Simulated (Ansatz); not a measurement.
# BrGe2H5O···H2: what the fields show

Input file:

```
crystal:
  periodic: [false, false, false]
  atoms:
    - { symbol: Ge, position_ang: [0.0, 0.0, 0.0] }
    - { symbol: H, position_ang: [0.0, 0.0, 1.9] }
    - { symbol: Ge, position_ang: [2.2632, 0.0, -0.7992] }
    - { symbol: H, position_ang: [2.7487, -1.4611, -0.9782] }
    - { symbol: H, position_ang: [2.3309, 0.7367, -2.1612] }
    - { symbol: H, position_ang: [3.1736, 0.7244, 0.225] }
    - { symbol: H, position_ang: [-0.73, 1.2648, -0.5162] }
    - { symbol: O, position_ang: [-0.8337, -1.4443, -0.5894] }
    - { symbol: H, position_ang: [-1.2883, -1.91, 0.183] }
    - { symbol: Br, position_ang: [1.4092, -2.1399, 0.8514] }
    - { symbol: H, position_ang: [0.5283, -0.8023, 1.9922] }
basis:
  gaussian: { orbitals: def2-SVP }
hamiltonian:
  xc: hf
relax:
  f_tol: 0.15
  max_steps: 25
  restrain:
    - { distance: [0, 9], at: 2.4, k: 30.0 }
    - { distance: [10, 1], at: 0.66, k: 30.0 }
    - { distance: [0, 1], at: 2.75, k: 30.0 }
    - { distance: [10, 9], at: 2.75, k: 30.0 }
output:
  orbitals: {}
```

Command:

```sh
ansatz run input.yaml --threads 4 --pin off --max-ram 5120MiB --backend cpu --events-out ev --progress --plain --runs-dir out
```

The fields are those of the run's last geometry, not of the input's.

Not at a stationary point (largest force 1.6 eV/Å).

The calculation used Ansatz, RHF/def2-SVP.

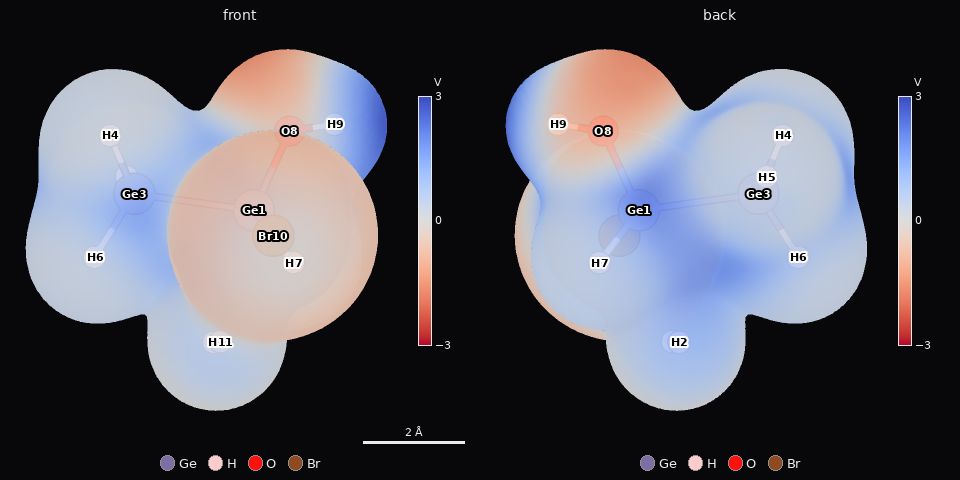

Figure 1. The electrostatic potential painted on the density surface at 0.002 e/bohr³, seen from the front and from behind; the colour scale runs from red (negative) to blue (positive).

Describe the electrostatic potential map.

Answer. The most negative region (about −1.5 V) lies over O8, the most positive (about +2.6 V) over H9. O8 is the likeliest acceptor of a hydrogen bond.

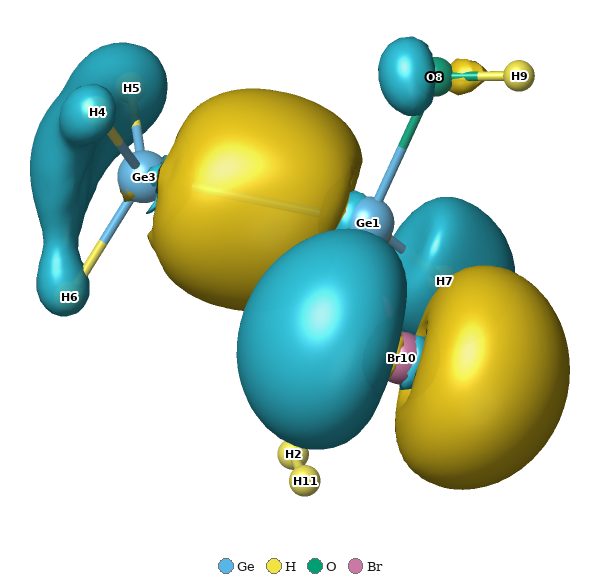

Figure 2. The HOMO at ±0.1 Å⁻³ᐟ² (yellow and cyan are the two phases), seen at a tilt.

Where does this orbital lie, and at what energy?

Answer. Its weight (Hirshfeld) is mainly on Br10 (about 50 %), Ge3 (about 20 %) and Ge1 (about 15 %). Its energy is −10.59 eV.

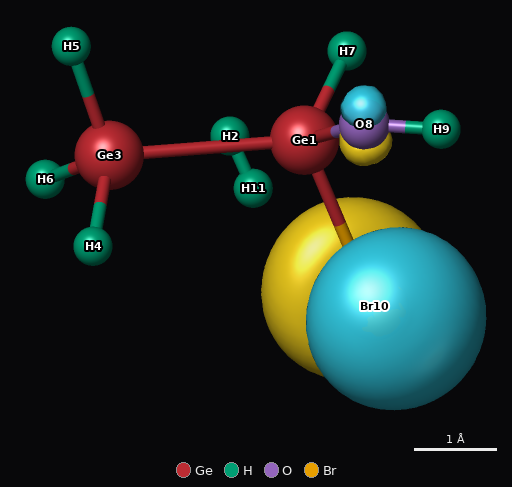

Figure 3. The HOMO−1 at ±0.15 Å⁻³ᐟ² (yellow and cyan are the two phases), seen from one side.

What is the character of this orbital?

Answer. By Hirshfeld shares it lies mainly on Br10 (about 90 %); largely a lone pair of Br10. Its energy is −11.12 eV.
